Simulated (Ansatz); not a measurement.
The calculation's input:

```
crystal:
  periodic: [false, false, false]
  atoms:
    - { symbol: C, position_ang: [0.0431, -2.2627, 0.3597] }
    - { symbol: C, position_ang: [-0.4198, -0.9543, 0.4908] }
    - { symbol: C, position_ang: [0.1131, 0.2686, -0.1903] }
    - { symbol: Si, position_ang: [1.695, 0.1192, -1.3977] }
    - { symbol: "N", position_ang: [-0.2601, 1.4736, -0.0441] }
    - { symbol: C, position_ang: [-1.3734, 1.794, 0.861] }
    - { symbol: H, position_ang: [0.8393, -2.5249, -0.2879] }
    - { symbol: H, position_ang: [-0.4679, -2.9942, 0.8901] }
    - { symbol: H, position_ang: [-1.245, -0.7541, 1.2068] }
    - { symbol: H, position_ang: [2.7969, -0.5059, -0.6889] }
    - { symbol: H, position_ang: [1.2575, -0.796, -2.5035] }
    - { symbol: H, position_ang: [2.0763, 1.4197, -1.9526] }
    - { symbol: H, position_ang: [-2.343, 1.3113, 0.5194] }
    - { symbol: H, position_ang: [-1.172, 1.5139, 1.9147] }
    - { symbol: H, position_ang: [-1.5618, 2.8412, 0.852] }
basis:
  gaussian: { orbitals: "6-31G*" }
hamiltonian:
  xc: pbe0
  dispersion: d4
relax:
  f_tol: 0.015
  max_steps: 40
output:
  orbitals: {}
```

Run with:

```sh
ansatz run input.yaml --threads 2 --pin off --max-ram 3072MiB --backend cpu --events-out ev --progress --plain --runs-dir out
```

The fields are those of the relaxed geometry.

Theory: RKS PBE0-D4/6-31G* in Ansatz 0.2.0.

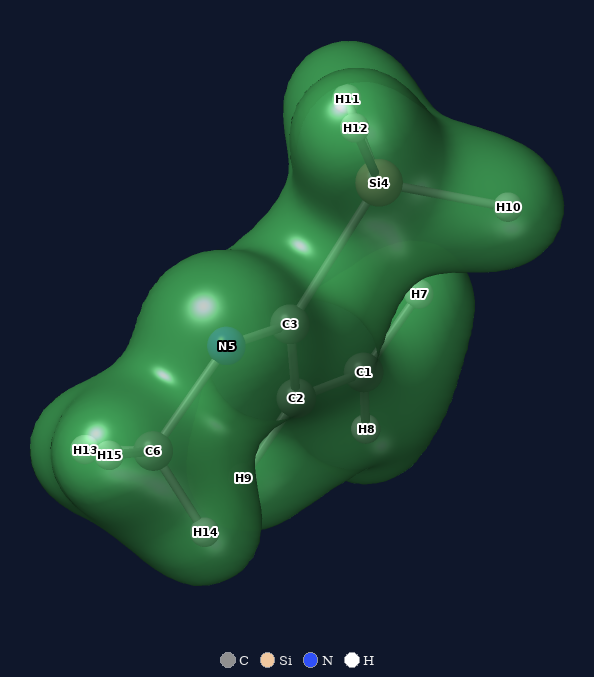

C$_{4}$H$_{9}$NSi. Isosurface of the electron density at 0.2 e/Å³ (green), seen at an oblique angle.

What does this surface tell about the bonding?

At this value the surface is in one piece. It bridges the shortest C–N (1.29 Å), C–C (1.34 Å), C–Si (1.90 Å) and C–H (1.09 Å) contacts, where the density stays above the isovalue. On the grid the lowest density along these lines, outside the cores, is 2.5 e/Å³ (C–N, 1.29 Å), 2.3 e/Å³ (C–C, 1.34 Å), 0.78 e/Å³ (C–Si, 1.90 Å) and 1.9 e/Å³ (C–H, 1.09 Å).
